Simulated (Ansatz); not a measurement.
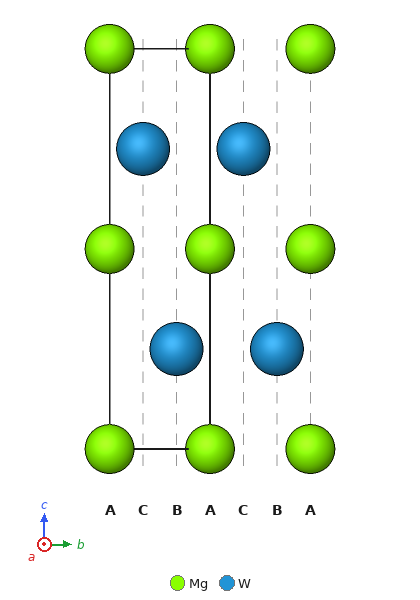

Projection along an edge of the hexagonal mesh, stacking direction c upwards. The dashed lines mark the three columns A (0, 0), B (1/3, 2/3) and C (2/3, 1/3). The sequence starts with the first layer at or above the cell's origin.

System MgW; source of the atomic positions: the geometry relaxed with DFT PBE, scalar-relativistic, plane waves, PAW (Ansatz 0.2.0); the starting structure was generated, so it need not be a known form of this composition.

Read off the stacking sequence over one period.

Answer. Mg(A) – W(B) – Mg(A) – W(C) (four layers in 9.84 Å).

Taking all atoms as equal spheres, what packing is it?

Answer. As equal spheres, ABAC: a mixed close packing, (ch) in Jagodzinski's notation.
